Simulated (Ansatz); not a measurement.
# AlF₂H₃O₃ (built from SMILES OO.[OH][Al]([F])[F]): search for a transition state, part 1 of 2

Wanted: the transition state of a four-centre ligand exchange (form Al1–O6, O2–H5 and break Al1–O2, H5–O6). The guess is relaxed with those distances held, a saddle search follows, and vibrations and two downhill relaxations check it.

Method: PBE0-D4, def2-SVP first, then def2-TZVP; program: Ansatz 0.2.0, Gaussian basis.

152 further runs of the same task are left out: 152 set aside as unsound or not needed. Runs told in other sessions of the task aren't counted.

## 1. Starting geometry

The guess: 9 atoms, charge 0, spin multiplicity 1.

Atoms are counted from 1 here; the program's logs count them from 0.

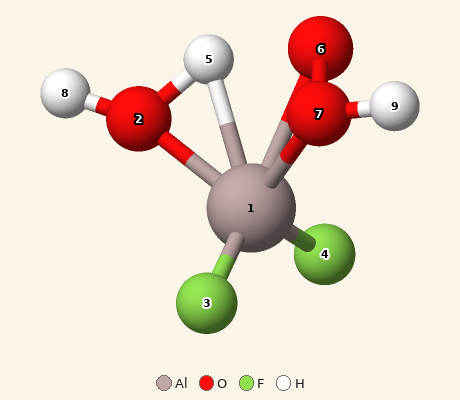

The starting geometry (aluminium light grey, oxygen red, fluorine green, hydrogen white); atoms are numbered from 1 in the order of the file.

As a file:

```mol
AlF2H3O3
  3D, bonds by distance, orders not assigned

  9 10  0  0  0  0  0  0  0  0999 V2000
   -0.6874   -0.3406   -0.0592 Al  0  0
    0.7107   -0.9976    0.8166 O   0  0
   -1.0617   -1.3320   -1.3243 F   0  0
   -1.9409    0.1035    0.9037 F   0  0
    0.9393    0.0858    0.7636 H   0  0
    0.5110    1.3245    0.2815 O   0  0
    0.2358    0.9664   -1.0972 O   0  0
    1.3234   -1.6164    1.2086 H   0  0
   -0.0301    1.8064   -1.4932 H   0  0
  1  2  8  0
  1  3  8  0
  1  4  8  0
  1  5  8  0
  1  6  8  0
  1  7  8  0
  2  5  8  0
  2  8  8  0
  6  7  8  0
  7  9  8  0
M  END
```

Distances that are to change: Al1–O6 2.08 Å, O2–H5 1.11 Å, Al1–O2 1.78 Å, H5–O6 1.40 Å.

## 2. Constrained relaxation of the guess

The input, hold/in.yaml:

```yaml
crystal:
  periodic: [false, false, false]
  atoms:
    - {symbol: Al, position_ang: [-0.687400, -0.340600, -0.059200]}
    - {symbol: O, position_ang: [0.710700, -0.997600, 0.816600]}
    - {symbol: F, position_ang: [-1.061700, -1.332000, -1.324300]}
    - {symbol: F, position_ang: [-1.940900, 0.103500, 0.903700]}
    - {symbol: H, position_ang: [0.939300, 0.085800, 0.763600]}
    - {symbol: O, position_ang: [0.511000, 1.324500, 0.281500]}
    - {symbol: O, position_ang: [0.235800, 0.966400, -1.097200]}
    - {symbol: H, position_ang: [1.323400, -1.616400, 1.208600]}
    - {symbol: H, position_ang: [-0.030100, 1.806400, -1.493200]}
basis:
  gaussian: {orbitals: def2-SVP}
hamiltonian: {xc: pbe0, dispersion: d4}
relax: {f_tol: 0.04, max_steps: 150, escape_saddle: false, constraints: [{distance: [0, 5]}, {distance: [1, 4]}, {distance: [0, 1]}, {distance: [4, 5]}]}
```

The run is started by

```sh
$ ansatz run in.yaml --threads 8 --pin off --events-out ev --progress --plain --max-ram 19148MiB
```

Output:

```text
Functional definition: PBE0
  name "PBE0"
  cite "Adamo & Barone, J. Chem. Phys. 110, 6158 (1999) doi:10.1063/1.478522"
  cite "Perdew, Burke & Ernzerhof, Phys. Rev. Lett. 77, 3865 (1996) doi:10.1103/PhysRevLett.77.3865"
  parent pbe
  parameter a = 0.25
  parameter kappa = 0.804
  parameter beta = 0.06672455060314922
  exchange = (1 - a)*pbe_x(kappa = kappa, mu = beta*pi^2/3) + a*exact_x
  correlation = pbe_c(beta = beta)
1027 factors; integrals over basis functions are off by at most 2.5e-4 eV
mean field evaluation 1: about -18190.5749 eV, gradient 6.6e1 eV
mean field evaluation 2: about -18186.2069 eV, gradient 8.5e1 eV
mean field evaluation 4: about -18197.4059 eV, gradient 2.1e0 eV
mean field evaluation 8: about -18197.4423 eV, gradient 2.2e-1 eV
mean field -18197.44234982 eV, -668.7436716865 hartree, gradient 7.6e-5 eV, S^2 0.000000; 0 other end points of the search recorded, 0 dependent functions left out
the calculation of the forces begins
reference -18197.44238080 eV, -668.7436728250 hartree; 29, 29 occupied and 74, 74 virtual orbitals, 1027 factors
relax step   1: F+E_penalty+E_count = -18197.57803747 eV  Δ(F+E_penalty+E_count) = +0.000e0 eV  max|allowed force component| = 1.240e0 eV/Å  Δτ_max = 0.0000 Å  (26 SCF iters, accepted)
  distance Al 0 - O 5 held at 2.079615 Å   reaction = -8.1431e-2 eV/Å
  distance O 1 - H 4 held at 1.108523 Å   reaction = +5.4350e-1 eV/Å
  distance Al 0 - O 1 held at 1.775770 Å   reaction = -7.1951e-1 eV/Å
  distance H 4 - O 5 held at 1.396510 Å   reaction = +6.2112e-1 eV/Å
these checks for a lower state are left out or cut short: starts, cluster_reference, orbital_swaps, neighbouring_geometries, increment
1027 factors; integrals over basis functions are off by at most 2.5e-4 eV
mean field evaluation 16: about -18197.4877 eV, gradient 4.6e0 eV
mean field -18197.57429769 eV, -668.7485206813 hartree, gradient 2.3e-5 eV, S^2 0.000000; 0 other end points of the search recorded, 0 dependent functions left out
the calculation of the forces begins
reference -18197.57432852 eV, -668.7485218144 hartree; 29, 29 occupied and 74, 74 virtual orbitals, 1027 factors
relax step   2: F+E_penalty+E_count = -18197.70978216 eV  Δ(F+E_penalty+E_count) = -1.317e-1 eV  max|allowed force component| = 4.471e-1 eV/Å  Δτ_max = 0.0853 Å  (30 SCF iters, accepted)
  distance Al 0 - O 5 held at 2.079615 Å   reaction = +1.9960e-2 eV/Å
  distance O 1 - H 4 held at 1.108523 Å   reaction = +5.7182e-1 eV/Å
  distance Al 0 - O 1 held at 1.775770 Å   reaction = -9.9886e-1 eV/Å
  distance H 4 - O 5 held at 1.396510 Å   reaction = +3.7912e-1 eV/Å
these checks for a lower state are left out or cut short: starts, cluster_reference, orbital_swaps, neighbouring_geometries, increment
1027 factors; integrals over basis functions are off by at most 2.6e-4 eV
mean field -18197.63850415 eV, -668.7508802252 hartree, gradient 1.7e-5 eV, S^2 0.000000; 0 other end points of the search recorded, 0 dependent functions left out
the calculation of the forces begins
reference -18197.63853472 eV, -668.7508813487 hartree; 29, 29 occupied and 74, 74 virtual orbitals, 1027 factors
relax step   3: F+E_penalty+E_count = -18197.77370381 eV  Δ(F+E_penalty+E_count) = -6.392e-2 eV  max|allowed force component| = 3.046e-1 eV/Å  Δτ_max = 0.0708 Å  (31 SCF iters, accepted)
  distance Al 0 - O 5 held at 2.079615 Å   reaction = +6.9020e-2 eV/Å
  distance O 1 - H 4 held at 1.108523 Å   reaction = +4.9639e-1 eV/Å
  distance Al 0 - O 1 held at 1.775770 Å   reaction = -1.2969e0 eV/Å
  distance H 4 - O 5 held at 1.396510 Å   reaction = +1.4740e-1 eV/Å
these checks for a lower state are left out or cut short: starts, cluster_reference, orbital_swaps, neighbouring_geometries, increment
1027 factors; integrals over basis functions are off by at most 2.6e-4 eV
mean field evaluation 32: about -18197.6695 eV, gradient 1.8e-1 eV
mean field -18197.66963514 eV, -668.7520242679 hartree, gradient 2.3e-5 eV, S^2 0.000000; 0 other end points of the search recorded, 0 dependent functions left out
the calculation of the forces begins
reference -18197.66966552 eV, -668.7520253844 hartree; 29, 29 occupied and 74, 74 virtual orbitals, 1027 factors
relax step   4: F+E_penalty+E_count = -18197.80476026 eV  Δ(F+E_penalty+E_count) = -3.106e-2 eV  max|allowed force component| = 1.896e-1 eV/Å  Δτ_max = 0.0953 Å  (30 SCF iters, accepted)
  distance Al 0 - O 5 held at 2.079615 Å   reaction = +1.7049e-1 eV/Å
  distance O 1 - H 4 held at 1.108523 Å   reaction = +3.0444e-1 eV/Å
  distance Al 0 - O 1 held at 1.775770 Å   reaction = -1.1783e0 eV/Å
  distance H 4 - O 5 held at 1.396510 Å   reaction = +1.7012e-1 eV/Å
these checks for a lower state are left out or cut short: starts, cluster_reference, orbital_swaps, neighbouring_geometries, increment
1027 factors; integrals over basis functions are off by at most 2.7e-4 eV
mean field -18197.68139230 eV, -668.7524563357 hartree, gradient 2.3e-5 eV, S^2 0.000000; 0 other end points of the search recorded, 0 dependent functions left out
the calculation of the forces begins
reference -18197.68142265 eV, -668.7524574510 hartree; 29, 29 occupied and 74, 74 virtual orbitals, 1027 factors
relax step   5: F+E_penalty+E_count = -18197.81657140 eV  Δ(F+E_penalty+E_count) = -1.181e-2 eV  max|allowed force component| = 2.319e-1 eV/Å  Δτ_max = 0.0457 Å  (31 SCF iters, accepted)
  distance Al 0 - O 5 held at 2.079615 Å   reaction = +1.6613e-1 eV/Å
  distance O 1 - H 4 held at 1.108523 Å   reaction = +1.8923e-1 eV/Å
  distance Al 0 - O 1 held at 1.775770 Å   reaction = -1.1969e0 eV/Å
  distance H 4 - O 5 held at 1.396510 Å   reaction = +1.6422e-1 eV/Å
these checks for a lower state are left out or cut short: starts, cluster_reference, orbital_swaps, neighbouring_geometries, increment
1027 factors; integrals over basis functions are off by at most 2.7e-4 eV
mean field -18197.69540686 eV, -668.7529713612 hartree, gradient 2.3e-5 eV, S^2 0.000000; 0 other end points of the search recorded, 0 dependent functions left out
the calculation of the forces begins
reference -18197.69543724 eV, -668.7529724777 hartree; 29, 29 occupied and 74, 74 virtual orbitals, 1027 factors
relax step   6: F+E_penalty+E_count = -18197.83068238 eV  Δ(F+E_penalty+E_count) = -1.411e-2 eV  max|allowed force component| = 2.080e-1 eV/Å  Δτ_max = 0.0507 Å  (30 SCF iters, accepted)
  distance Al 0 - O 5 held at 2.079615 Å   reaction = +1.4213e-1 eV/Å
  distance O 1 - H 4 held at 1.108523 Å   reaction = +2.0420e-1 eV/Å
  distance Al 0 - O 1 held at 1.775770 Å   reaction = -1.1868e0 eV/Å
  distance H 4 - O 5 held at 1.396510 Å   reaction = +1.6215e-1 eV/Å
these checks for a lower state are left out or cut short: starts, cluster_reference, orbital_swaps, neighbouring_geometries, increment
1027 factors; integrals over basis functions are off by at most 2.9e-4 eV
mean field -18197.51377092 eV, -668.7462963636 hartree, gradient 2.2e-5 eV, S^2 0.000000; 0 other end points of the search recorded, 0 dependent functions left out
the calculation of the forces begins
reference -18197.51380139 eV, -668.7462974831 hartree; 29, 29 occupied and 74, 74 virtual orbitals, 1027 factors
relax step   7: F+E_penalty+E_count = -18197.64878958 eV  Δ(F+E_penalty+E_count) = +1.819e-1 eV  max|allowed force component| = 1.994e0 eV/Å  Δτ_max = 0.1554 Å  (36 SCF iters, rejected (line search))
  distance Al 0 - O 5 held at 2.079615 Å   reaction = +1.5195e-1 eV/Å
  distance O 1 - H 4 held at 1.108523 Å   reaction = +4.7766e-1 eV/Å
  distance Al 0 - O 1 held at 1.775770 Å   reaction = -9.9582e-1 eV/Å
  distance H 4 - O 5 held at 1.396510 Å   reaction = -1.5474e-1 eV/Å
these checks for a lower state are left out or cut short: starts, cluster_reference, orbital_swaps, neighbouring_geometries, increment
1027 factors; integrals over basis functions are off by at most 2.7e-4 eV
mean field evaluation 64: about -18197.7137 eV, gradient 1.0e-5 eV
mean field -18197.71369395 eV, -668.7536433991 hartree, gradient 1.0e-5 eV, S^2 0.000000; 0 other end points of the search recorded, 0 dependent functions left out
the calculation of the forces begins
reference -18197.71372432 eV, -668.7536445155 hartree; 29, 29 occupied and 74, 74 virtual orbitals, 1027 factors
relax step   8: F+E_penalty+E_count = -18197.84907619 eV  Δ(F+E_penalty+E_count) = -1.839e-2 eV  max|allowed force component| = 3.930e-1 eV/Å  Δτ_max = 0.0754 Å  (31 SCF iters, accepted)
  distance Al 0 - O 5 held at 2.079615 Å   reaction = +1.3143e-1 eV/Å
  distance O 1 - H 4 held at 1.108523 Å   reaction = +6.7475e-2 eV/Å
  distance Al 0 - O 1 held at 1.775770 Å   reaction = -1.4299e0 eV/Å
  distance H 4 - O 5 held at 1.396510 Å   reaction = +1.1503e-1 eV/Å
these checks for a lower state are left out or cut short: starts, cluster_reference, orbital_swaps, neighbouring_geometries, increment
1027 factors; integrals over basis functions are off by at most 2.7e-4 eV
mean field -18197.71996949 eV, -668.7538740210 hartree, gradient 2.0e-5 eV, S^2 0.000000; 0 other end points of the search recorded, 0 dependent functions left out
the calculation of the forces begins
reference -18197.71999985 eV, -668.7538751368 hartree; 29, 29 occupied and 74, 74 virtual orbitals, 1027 factors
relax step   9: F+E_penalty+E_count = -18197.85545195 eV  Δ(F+E_penalty+E_count) = -6.376e-3 eV  max|allowed force component| = 4.491e-1 eV/Å  Δτ_max = 0.0811 Å  (31 SCF iters, accepted)
  distance Al 0 - O 5 held at 2.079615 Å   reaction = +1.0134e-1 eV/Å
  distance O 1 - H 4 held at 1.108523 Å   reaction = +5.6164e-2 eV/Å
  distance Al 0 - O 1 held at 1.775770 Å   reaction = -1.4859e0 eV/Å
  distance H 4 - O 5 held at 1.396510 Å   reaction = +4.3609e-2 eV/Å
these checks for a lower state are left out or cut short: starts, cluster_reference, orbital_swaps, neighbouring_geometries, increment
1027 factors; integrals over basis functions are off by at most 2.7e-4 eV
mean field -18197.72567971 eV, -668.7540838679 hartree, gradient 2.2e-5 eV, S^2 0.000000; 0 other end points of the search recorded, 0 dependent functions left out
the calculation of the forces begins
reference -18197.72571008 eV, -668.7540849841 hartree; 29, 29 occupied and 74, 74 virtual orbitals, 1027 factors
relax step  10: F+E_penalty+E_count = -18197.86130433 eV  Δ(F+E_penalty+E_count) = -5.852e-3 eV  max|allowed force component| = 2.192e-1 eV/Å  Δτ_max = 0.0262 Å  (32 SCF iters, accepted)
  distance Al 0 - O 5 held at 2.079615 Å   reaction = +7.9798e-2 eV/Å
  distance O 1 - H 4 held at 1.108523 Å   reaction = +1.6055e-1 eV/Å
  distance Al 0 - O 1 held at 1.775770 Å   reaction = -1.4313e0 eV/Å
  distance H 4 - O 5 held at 1.396510 Å   reaction = +1.3156e-1 eV/Å
these checks for a lower state are left out or cut short: starts, cluster_reference, orbital_swaps, neighbouring_geometries, increment
1027 factors; integrals over basis functions are off by at most 2.7e-4 eV
mean field -18197.72553673 eV, -668.7540786134 hartree, gradient 2.2e-5 eV, S^2 0.000000; 0 other end points of the search recorded, 0 dependent functions left out
the calculation of the forces begins
reference -18197.72556709 eV, -668.7540797292 hartree; 29, 29 occupied and 74, 74 virtual orbitals, 1027 factors
relax step  11: F+E_penalty+E_count = -18197.86139824 eV  Δ(F+E_penalty+E_count) = -9.391e-5 eV  max|allowed force component| = 1.551e-1 eV/Å  Δτ_max = 0.0447 Å  (31 SCF iters, accepted)
  distance Al 0 - O 5 held at 2.079615 Å   reaction = +1.0492e-1 eV/Å
  distance O 1 - H 4 held at 1.108523 Å   reaction = +2.2692e-1 eV/Å
  distance Al 0 - O 1 held at 1.775770 Å   reaction = -1.3644e0 eV/Å
  distance H 4 - O 5 held at 1.396510 Å   reaction = +1.0070e-1 eV/Å
these checks for a lower state are left out or cut short: starts, cluster_reference, orbital_swaps, neighbouring_geometries, increment
1027 factors; integrals over basis functions are off by at most 2.7e-4 eV
mean field -18197.72779331 eV, -668.7541615411 hartree, gradient 2.2e-5 eV, S^2 0.000000; 0 other end points of the search recorded, 0 dependent functions left out
the calculation of the forces begins
reference -18197.72782369 eV, -668.7541626576 hartree; 29, 29 occupied and 74, 74 virtual orbitals, 1027 factors
relax step  12: F+E_penalty+E_count = -18197.86357350 eV  Δ(F+E_penalty+E_count) = -2.175e-3 eV  max|allowed force component| = 2.824e-2 eV/Å  Δτ_max = 0.0118 Å  (32 SCF iters, accepted)
  distance Al 0 - O 5 held at 2.079615 Å   reaction = +6.4809e-2 eV/Å
  distance O 1 - H 4 held at 1.108523 Å   reaction = +2.6480e-1 eV/Å
  distance Al 0 - O 1 held at 1.775770 Å   reaction = -1.3423e0 eV/Å
  distance H 4 - O 5 held at 1.396510 Å   reaction = +1.6786e-1 eV/Å
1027 factors; integrals over basis functions are off by at most 2.7e-4 eV
mean field evaluation 96: about -18190.8508 eV, gradient 6.5e1 eV
mean field -18197.72779331 eV, -668.7541615411 hartree, gradient 2.2e-5 eV, S^2 0.000000; 1 other end points of the search recorded, 0 dependent functions left out
the calculation of the forces begins
reference -18197.72782369 eV, -668.7541626576 hartree; 29, 29 occupied and 74, 74 virtual orbitals, 1027 factors
Total energy: -18197.86360389 eV, -668.7591524879 hartree
Atom 0 at    -0.702705    -0.313012     0.001632 Å, force    -0.990342     0.503329    -0.721845 eV/Å
Atom 1 at     0.677943    -0.889916     0.957848 Å, force     1.126680    -0.173654     0.716545 eV/Å
Atom 2 at    -0.977824    -1.517890    -1.120535 Å, force    -0.009898    -0.019284    -0.018154 eV/Å
Atom 3 at    -2.091121     0.210168     0.744897 Å, force    -0.021220     0.004958     0.007591 eV/Å
Atom 4 at     1.062719     0.141339     0.826384 Å, force    -0.147653    -0.096806    -0.024023 eV/Å
Atom 5 at     0.514613     1.335827     0.354139 Å, force     0.033864    -0.180308     0.074021 eV/Å
Atom 6 at     0.339452     0.941480    -1.054258 Å, force    -0.008831    -0.017056    -0.020944 eV/Å
Atom 7 at     1.245499    -1.636121     0.738364 Å, force     0.017182    -0.023471    -0.012742 eV/Å
Atom 8 at    -0.068476     1.728125    -1.448370 Å, force     0.000218     0.002291    -0.000449 eV/Å
Dipole moment:     0.751547     0.075260    -0.159407 e Å
```

Run time: 16 s. Hardware: 8 threads of Intel Xeon Platinum 8259CL at 2.50GHz, shared host.

The steps of the relaxation: (the energy doesn't fall at every step)

| step | energy from step 1 (eV) | largest force component (eV/Å) |
| --- | --- | --- |
| 1 | 0.0000 | 1.2404 |
| 2 | -0.1317 | 0.4471 |
| 3 | -0.1957 | 0.3046 |
| 4 | -0.2267 | 0.1896 |
| 5 | -0.2385 | 0.2319 |
| 6 | -0.2526 | 0.2080 |
| 7 | -0.0708 | 1.9941 |
| 8 | -0.2710 | 0.3930 |
| 9 | -0.2774 | 0.4491 |
| 10 | -0.2833 | 0.2192 |
| 11 | -0.2834 | 0.1551 |
| 12 | -0.2855 | 0.0282 |

Close pairs (by a distance rule), those that changed most:

| bond | before (Å) | after (Å) | change (Å) |
| --- | --- | --- | --- |
| Al1–H5 | 1.872 | 2.001 | +0.129 |
| Al1–O7 | 1.907 | 1.943 | +0.036 |
| O6–O7 | 1.451 | 1.473 | +0.022 |
| Al1–F3 | 1.650 | 1.669 | +0.019 |
| Al1–F4 | 1.642 | 1.659 | +0.018 |
| O2–H8 | 0.955 | 0.963 | +0.008 |
| O7–H9 | 0.966 | 0.970 | +0.004 |
| Al1–O6 | 2.080 | 2.080 | +0.000 |

## 3. A starting Hessian

The input, hessian/in.yaml:

```yaml
crystal:
  periodic: [false, false, false]
  atoms:
    - {symbol: Al, position_ang: [-0.702705, -0.313012, 0.001632]}
    - {symbol: O, position_ang: [0.677943, -0.889916, 0.957848]}
    - {symbol: F, position_ang: [-0.977824, -1.517890, -1.120535]}
    - {symbol: F, position_ang: [-2.091121, 0.210168, 0.744897]}
    - {symbol: H, position_ang: [1.062719, 0.141339, 0.826384]}
    - {symbol: O, position_ang: [0.514613, 1.335827, 0.354139]}
    - {symbol: O, position_ang: [0.339452, 0.941480, -1.054258]}
    - {symbol: H, position_ang: [1.245499, -1.636121, 0.738364]}
    - {symbol: H, position_ang: [-0.068476, 1.728125, -1.448370]}
basis:
  gaussian: {orbitals: def2-SVP}
hamiltonian: {xc: pbe0, dispersion: d4}
phonons: {}
scf: {lower_state_search: off}
```

The run is started by

```sh
$ ansatz run in.yaml --threads 8 --pin off --events-out ev --progress --plain --max-ram 19148MiB
```

Output (excerpt; [...] marks lines left out):

```text
[... 5 set-up lines as earlier in the session ...]
[...]
1021 factors; integrals over basis functions are off by at most 2.7e-4 eV
[...]
mean field -18197.72777489 eV, -668.7541608644 hartree, gradient 7.5e-6 eV, S^2 0.000000; 0 other end points of the search recorded, 0 dependent functions left out
[...]
reference -18197.72780542 eV, -668.7541619862 hartree; 29, 29 occupied and 74, 74 virtual orbitals, 1021 factors
[... from here to the last solve, the lines of the solves are left out (53 solves) ...]
1021 factors; integrals over basis functions are off by at most 2.7e-4 eV
mean field -18197.72774219 eV, -668.7541596625 hartree, gradient 2.1e-6 eV, S^2 0.000000; 0 other end points of the search recorded, 0 dependent functions left out
[...]
WARN: phonons: modes at or below zero, which the zero-point energy, F, S and C_V leave out: 1, the lowest at -541.27 cm⁻¹. A minimum has none, and a first-order saddle one
[...]
Atom 2 at    -0.977824    -1.517890    -1.120535 Å, force    -0.009805    -0.019235    -0.018314 eV/Å
Atom 3 at    -2.091121     0.210168     0.744897 Å, force    -0.021154     0.005105     0.007668 eV/Å
Atom 4 at     1.062719     0.141339     0.826384 Å, force    -0.147310    -0.096817    -0.023622 eV/Å
Atom 5 at     0.514613     1.335827     0.354139 Å, force     0.033561    -0.180459     0.073692 eV/Å
Atom 6 at     0.339452     0.941480    -1.054258 Å, force    -0.008787    -0.017079    -0.020940 eV/Å
Atom 7 at     1.245499    -1.636121     0.738364 Å, force     0.017197    -0.023497    -0.012732 eV/Å
Atom 8 at    -0.068476     1.728125    -1.448370 Å, force     0.000136     0.002284    -0.000415 eV/Å
Dipole moment:     0.751549     0.075261    -0.159405 e Å
Vibrations: -541.27 98.31 163.99 225.23 241.59 255.02 311.59 436.89 545.60 563.56 606.61 755.61 847.36 906.40 917.50 998.16 1199.76 1425.87 2134.74 3815.29 3919.38 cm⁻¹, zero-point energy 1.262682 eV
Checks for a lower state left out: stability, starts, cluster_reference, orbital_swaps, neighbouring_geometries, increment
```

Run time: 39 s. Hardware: 8 threads of Intel Xeon Platinum 8259CL at 2.50GHz, shared host.

The structure is not stationary yet, so these wavenumbers are no spectrum; the search needs only the force constants.

## 4. Saddle search in the small basis

The search itself is an outer loop (partitioned rational-function steps, Bofill update of the Hessian). Each step is one single-point run with forces. It stops when the largest force is under 0.04 eV/Å and the followed curvature is negative. The first step's input:

The input, presaddle/in.yaml:

```yaml
crystal:
  periodic: [false, false, false]
  atoms:
    - {symbol: Al, position_ang: [-0.702705, -0.313012, 0.001632]}
    - {symbol: O, position_ang: [0.677943, -0.889916, 0.957848]}
    - {symbol: F, position_ang: [-0.977824, -1.517890, -1.120535]}
    - {symbol: F, position_ang: [-2.091121, 0.210168, 0.744897]}
    - {symbol: H, position_ang: [1.062719, 0.141339, 0.826384]}
    - {symbol: O, position_ang: [0.514613, 1.335827, 0.354139]}
    - {symbol: O, position_ang: [0.339452, 0.941480, -1.054258]}
    - {symbol: H, position_ang: [1.245499, -1.636121, 0.738364]}
    - {symbol: H, position_ang: [-0.068476, 1.728125, -1.448370]}
basis:
  gaussian: {orbitals: def2-SVP}
hamiltonian: {xc: pbe0, dispersion: d4}
output: {forces: true}
scf: {lower_state_search: off}
```

The run is started by

```sh
$ ansatz run in.yaml --threads 8 --pin off --events-out ev --progress --plain --max-ram 19148MiB
```

Step by step:

| step | energy (eV) | largest force (eV/Å) | followed curvature (eV/Å²) |
| --- | --- | --- | --- |
| 1 | -18197.86357 | 1.1268 | -4.09 |
| 2 | -18197.91012 | 0.2221 | -3.65 |
| 3 | -18197.91095 | 0.0336 | -3.50 |

The 3 steps took 2.4 s in all (8 threads of Intel Xeon Platinum 8259CL at 2.50GHz, shared host).

(Continued in part 2 of 2.)
